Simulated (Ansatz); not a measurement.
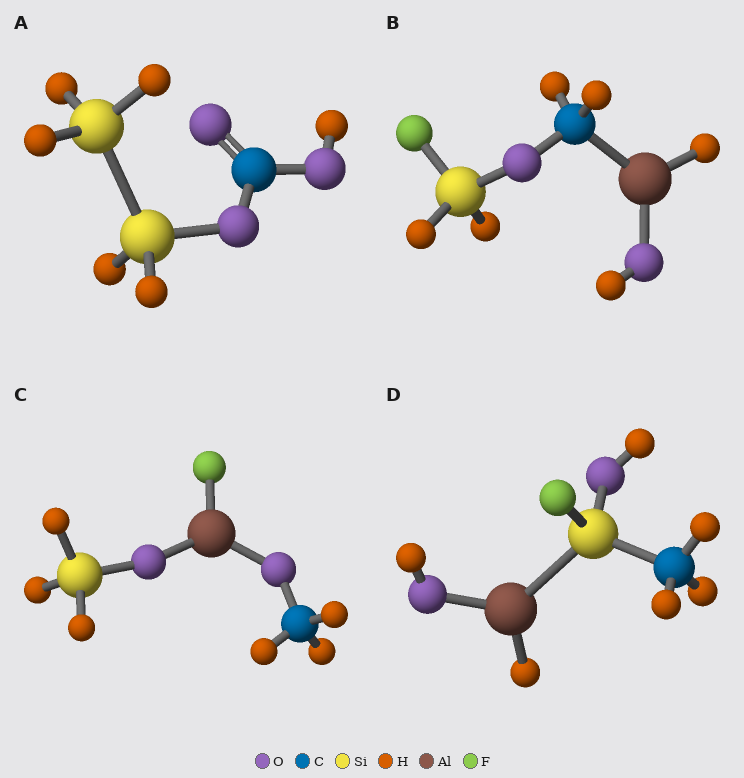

Figure made from data computed with Ansatz.

Match each picture to its SMILES.
(1) C[Si@](O)(F)[AlH][OH]
(2) [OH][AlH][CH2]O[SiH2]F
(3) O=C(O)O[SiH2][SiH3]
(4) C[O][Al]([F])[O][SiH3]

Answer. A is (3), B is (2), C is (4), D is (1).
